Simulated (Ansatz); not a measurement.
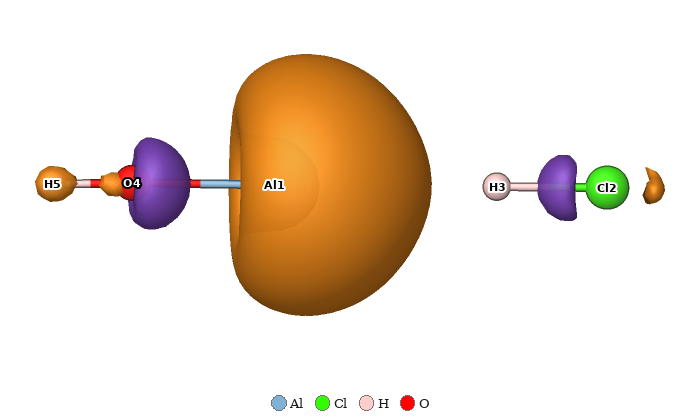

Figure. AlHO···HCl. One frontier orbital at ±0.15 Å⁻³ᐟ² (orange and purple are the two phases), seen from one side.

The product side of a reaction path; geometry: PBE0-D4/def2-TZVP.

The calculation used Ansatz, RKS PBE0-D4/def2-TZVPP.

Input

```
crystal:
  periodic: [false, false, false]
  atoms:
    - {symbol: Al, position_ang: [-0.243050, 0.314885, 0.208725]}
    - {symbol: Cl, position_ang: [1.880194, -2.424451, -1.605289]}
    - {symbol: H, position_ang: [1.176290, -1.515370, -1.003627]}
    - {symbol: O, position_ang: [-1.139552, 1.483722, 0.985437]}
    - {symbol: H, position_ang: [-1.673982, 2.141114, 1.414654]}
basis:
  gaussian: {orbitals: def2-TZVPP}
hamiltonian: {xc: pbe0, dispersion: d4}
output: {orbitals: {seedname: orbitals}}
```

Launched as:

```sh
ansatz run in.yaml --threads 2 --pin off --events-out ev --progress --plain --max-ram 4352MiB
```

Q: Which orbital is it: HOMO or LUMO?

A: The HOMO, at −7.12 eV. Its weight (Hirshfeld) is mainly on Al1 (about 85 %); it is of σ type.
